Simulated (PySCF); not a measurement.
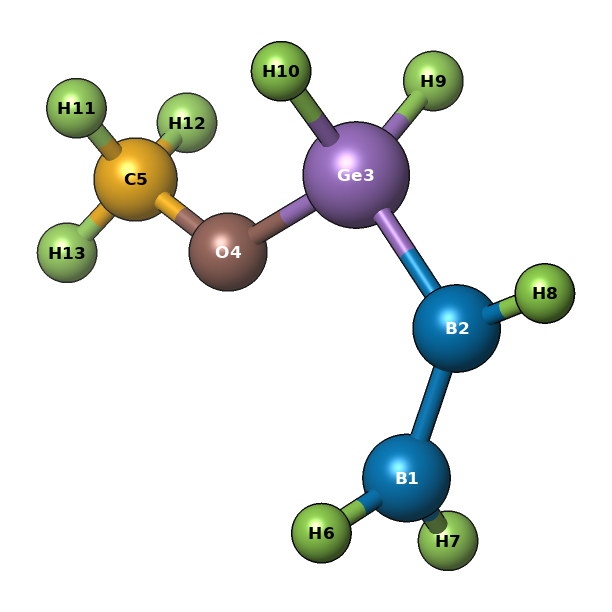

Computed geometry: GFN2-xTB optimisation. No frequency run is at hand to confirm it as a minimum. Properties computed with B3LYP/pcJ-1 (pcSseg-1 on Ge) indirect spin-spin coupling, non-relativistic, gas phase (PySCF 2.14.0). Isotopes: 11B, 13C, 1H, 17O.

Give the spin–spin coupling constants of these pairs, with the number of bonds between them: B1/H6, B2/H8, B2/H6, B2/H10, B2/H7, B2/H9, B1/H9, B1/O4, B1/H10, B2/C5.

```json
{"pair": "B1, H6", "bonds apart": "1", "J (Hz)": "122.2"}
{"pair": "B2, H8", "bonds apart": "1", "J (Hz)": "129.5"}
{"pair": "B2, H6", "bonds apart": "2", "J (Hz)": "7.0"}
{"pair": "B2, H10", "bonds apart": "2", "J (Hz)": "9.6"}
{"pair": "B2, H7", "bonds apart": "2", "J (Hz)": "7.0"}
{"pair": "B2, H9", "bonds apart": "2", "J (Hz)": "9.6"}
{"pair": "B1, H9", "bonds apart": "3", "J (Hz)": "0.8"}
{"pair": "B1, O4", "bonds apart": "3", "J (Hz)": "−0.6"}
{"pair": "B1, H10", "bonds apart": "3", "J (Hz)": "0.8"}
{"pair": "B2, C5", "bonds apart": "3", "J (Hz)": "2.6"}
```

The geometry is semi-empirical. Around B, Ge such bond lengths and angles can be off by a tenth of an ångström or more and by several degrees, and values that hang on the shape move with them.
